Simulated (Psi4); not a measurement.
# BH5O (B(H2O)H3): CCSD(T)/6-311+G(d,p) (sweep point 4)

Aim: the vertical singlet–triplet gap of BH5O (B(H2O)H3) at CCSD(T)/6-311+G** (sweep point 4), from 2 runs. 

The results are computed with Psi4 1.11.

4 further runs of the same task are left out: 4 set aside as unsound or not needed.

**1. The structure to begin with**

The species is BH5O (7 atoms), meant as a singlet with charge 0. SMILES: `[H]B([H])([H])<-O`. The coordinates come from a GFN2-xTB relaxation.

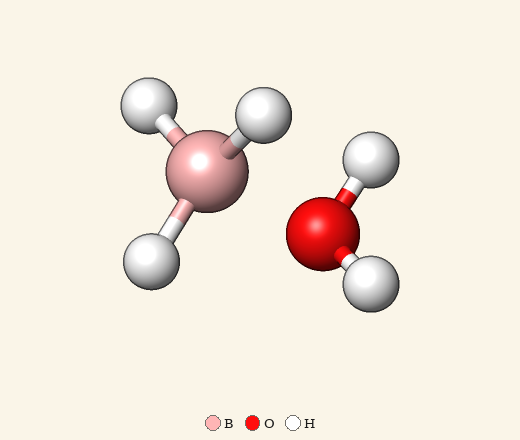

The structure, seen from a chosen angle (boron pink, oxygen red, hydrogen white).

**2. A single-point energy at CCSD(T)/6-311+G(d,p) (sweep point 4)**

job.py reads:

```python
import psi4

psi4.set_memory('1600 MB')
psi4.set_num_threads(1)
psi4.set_output_file('run.log', False)

geom = psi4.geometry("""
0 1
B      0.067800    -0.111690    -0.668890
O      0.100820    -0.146640     1.030730
H     -0.836060    -0.142600     1.252490
H      0.486320     0.708910     1.244780
H      1.210120    -0.068530    -0.970290
H     -0.544260     0.876330    -0.930190
H     -0.484730    -1.115770    -0.958620
symmetry c1
""")

psi4.set_options({
    'basis': '6-311+G**',
    'reference': 'rhf',
    'puream': True,
    'scf_type': 'pk',
    'num_frozen_docc': 2,
    'd_convergence': 1e-05,
    'e_convergence': 1e-05,
})

energy_value = psi4.energy('ccsd(t)')
print(f'total energy {energy_value:.8f} hartree = {energy_value * 27.211386:.5f} eV')
```

On the command line:

```sh
$ python job.py
```

run.log, cut to the lines that bear on the results:

```text
[...]
  Running in c1 symmetry.
[...]
  Nuclear repulsion =   38.322877331886730
[...]
  Multiplicity = 1
[...]
  Nalpha       = 9
  Nbeta        = 9
[...]
    Number of basis functions: 74
[...]
   @RHF iter   1:  -102.37735476335139   -6.76354e-01   5.12560e-03 DIIS/ADIIS
[...]
   @RHF iter   6:  -102.45510321623070   -8.38666e-06   7.52589e-06 DIIS
[...]
    Orbital Energies [Eh]
    ---------------------
    Doubly Occupied:
       1A    -20.664040     2A     -7.552788     3A     -1.459806
       4A     -0.824751     5A     -0.751230     6A     -0.665030
       7A     -0.567944     8A     -0.441531     9A     -0.435017
[...]
  @RHF Final Energy:  -102.45510321623070
   => Energetics <=
    Nuclear Repulsion Energy =             38.3228773318867297
    One-Electron Energy =                -214.8323832323937950
    Two-Electron Energy =                  74.0544026842763685
    Total Energy =                       -102.4551032162306967
[...]
 Multipole Moments:
 ------------------------------------------------------------------------------------
     Multipole            Electronic (a.u.)      Nuclear  (a.u.)        Total (a.u.)
 ------------------------------------------------------------------------------------
 L = 1.  Multiply by 2.5417464519 to convert [e a0] to [Debye]
 Dipole X            :          0.1102931           -0.4776434           -0.3673503
 Dipole Y            :         -0.1507318            0.7347283            0.5839965
 Dipole Z            :          2.2461079           -0.7181296            1.5279783
 Magnitude           :                                                    1.6765190
[...]
      * MP2 total energy                      = -102.790544063329449
[...]
      * CCSD total energy                     = -102.817487831111649
[...]
      * CCSD(T) total energy                  = -102.826498489318794
```

On the terminal:

```text
total energy -102.82649849 hartree = -2798.05154 eV
```

Wall time 7.2 s (1 thread of Intel Xeon 6975P-C (Granite Rapids), shared host); peak memory 0.48 GiB.

**3. The triplet at the same level**

calc.py reads:

```python
import psi4

psi4.set_memory(1600000000)
psi4.set_num_threads(1)
psi4.core.set_output_file('run.log', False)

molecule = psi4.geometry("""
0 3
B      0.067800    -0.111690    -0.668890
O      0.100820    -0.146640     1.030730
H     -0.836060    -0.142600     1.252490
H      0.486320     0.708910     1.244780
H      1.210120    -0.068530    -0.970290
H     -0.544260     0.876330    -0.930190
H     -0.484730    -1.115770    -0.958620
symmetry c1
""")

options = {'basis': '6-311+G**', 'reference': 'uhf', 'puream': True, 'scf_type': 'pk', 'num_frozen_docc': 2, 'd_convergence': 1e-05, 'e_convergence': 1e-05, 'maxiter': 150}
psi4.set_options(options)

E, wfn = psi4.energy('ccsd(t)', molecule=molecule, return_wfn=True)
print(f'total energy {E:.8f} hartree = {E * 27.211386:.5f} eV')
```

On the command line:

```sh
$ python calc.py
```

run.log, cut to the lines that bear on the results:

```text
[...]
  Running in c1 symmetry.
[...]
  Nuclear repulsion =   38.322877331886730
[...]
  Multiplicity = 3
[...]
  Nalpha       = 10
  Nbeta        = 8
[...]
    Number of basis functions: 74
[...]
   @UHF iter   1:  -102.09642025439338   -3.95420e-01   5.21853e-03 DIIS/ADIIS
[...]
   @UHF iter  10:  -102.20747429103795   -5.35487e-06   5.91847e-06 DIIS
[...]
   @S^2 Observed:                2.011076045E+00
[...]
    Orbital Energies [Eh]
    ---------------------
    Alpha Occupied:
       1A    -20.686218     2A     -7.704076     3A     -1.489588
       4A     -0.892990     5A     -0.837028     6A     -0.742367
       7A     -0.646108     8A     -0.621244     9A     -0.562485
      10A     -0.146758
    Alpha Virtual:
      11A      0.042823    12A      0.050708    13A      0.061077
      14A      0.157928    15A      0.164816    16A      0.170663
      17A      0.187618    18A      0.205440    19A      0.218597
      20A      0.239405    21A      0.271615    22A      0.283458
      23A      0.356551    24A      0.367395    25A      0.386761
[...]
  @UHF Final Energy:  -102.20747429103795
   => Energetics <=
    Nuclear Repulsion Energy =             38.3228773318867297
    One-Electron Energy =                -213.4691478893532519
    Two-Electron Energy =                  72.9387962664285681
    Total Energy =                       -102.2074742910379541
  UHF NO Occupations:
  HONO-2 :    8  A 1.9959268
  HONO-1 :    9  A 1.0000000
[...]
 Multipole Moments:
 ------------------------------------------------------------------------------------
     Multipole            Electronic (a.u.)      Nuclear  (a.u.)        Total (a.u.)
 ------------------------------------------------------------------------------------
 L = 1.  Multiply by 2.5417464519 to convert [e a0] to [Debye]
 Dipole X            :          0.5920490           -0.4776434            0.1144056
 Dipole Y            :         -0.9204203            0.7347283           -0.1856920
 Dipole Z            :         -0.3239997           -0.7181296           -1.0421293
 Magnitude           :                                                    1.0647083
[...]
      * MP2 total energy                      = -102.538424012518590
[...]
      * CCSD total energy                     = -102.565446325022904
[...]
      * CCSD(T) total energy                     = -102.577720391149029
```

The script printed:

```text
total energy -102.57772039 hartree = -2791.28194 eV
```

Wall time 29 s (1 thread of Intel Xeon 6975P-C (Granite Rapids), shared host); peak memory 0.51 GiB.

**4. Outcome**

Level: CCSD(T)/6-311+G** (sweep point 4), 2 core orbitals frozen.

| quantity | value |
| --- | --- |
| singlet: total energy | -102.82650 Eh |
| singlet: HOMO energy (Hartree–Fock orbitals) | -11.84 eV |
| singlet: LUMO energy (Hartree–Fock orbitals) | 1.12 eV |
| singlet: HOMO–LUMO gap (Hartree–Fock orbitals) | 12.96 eV |
| singlet: correlation energy (2 core orbitals frozen) | -371.4 mEh |
| singlet: (T) correction | -9.01 mEh |
| singlet: T1 diagnostic | 0.010 |
| triplet: total energy | -102.57772 Eh |
| triplet: HOMO energy (Hartree–Fock orbitals) (highest over α and β) | -3.99 eV |
| triplet: correlation energy (2 core orbitals frozen) | -370.2 mEh |
| triplet: (T) correction | -12.27 mEh |
| triplet: ⟨S²⟩ of the reference determinant | 2.011 |
| triplet: T1 diagnostic | 0.055 |
| vertical energy of the triplet above the singlet | 6.770 eV |

In words: At this shape the triplet lies 6.77 eV (653 kJ/mol) above the singlet. The triples (singlet) make up 2.4 % of the correlation energy. The T1 diagnostic (triplet) of 0.055 is above the customary mark for such species, so a single reference may not serve. The triples (triplet) make up 3.3 % of the correlation energy.
